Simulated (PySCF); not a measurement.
Input

```
{"job": {"kind": "epr", "basis": "pcH-1"}, "charge": 0, "multiplicity": 2}
F     -2.235782    -0.441723    -0.254384
C     -0.987762    -0.178049     0.128020
F     -1.049354     0.951379     0.862946
F     -0.649924    -1.142395     1.008719
O     -0.183930    -0.094963    -0.878101
Si     1.455470     0.228222    -0.718797
H      2.062675    -0.878135    -0.001669
H      1.597664     1.565077    -0.171299
```

Command:

```sh
OMP_NUM_THREADS=1 python probes_run.py task.json out
```

Geometry: GFN2-xTB.

All numbers below come from PySCF, UKS B3LYP, pcH-1 on C F H O Si, non-relativistic, mean-field spin-orbit, GIAO.

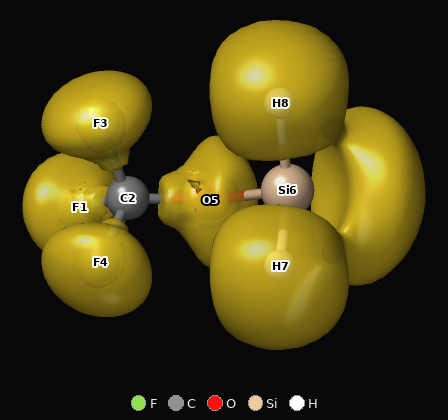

CH$_{2}$F$_{3}$OSi (SMILES FC(F)(F)O[SiH2]) (doublet). Isosurface of the ELF at 0.75 (yellow), seen at a tilt. Only the valence region is drawn (cores and ρ < 0.01 e/Å³ removed).

What do the ELF domains correspond to?

The surface consists of three regions on F in which the atom's valence shell and bonds are merged, one region on O in which the atom's valence shell and bonds are merged and one joined region spread over several atoms (H, Si), in which their bonds and any lone pairs are merged.

Values along the shortest contacts:
C–O (1.29 Å): the ELF peaks at about 0.90 between the atoms, as expected for a short, strongly polar bond. C–F (1.33 Å): the ELF peaks at about 0.85 between the atoms: a polar covalent bond.
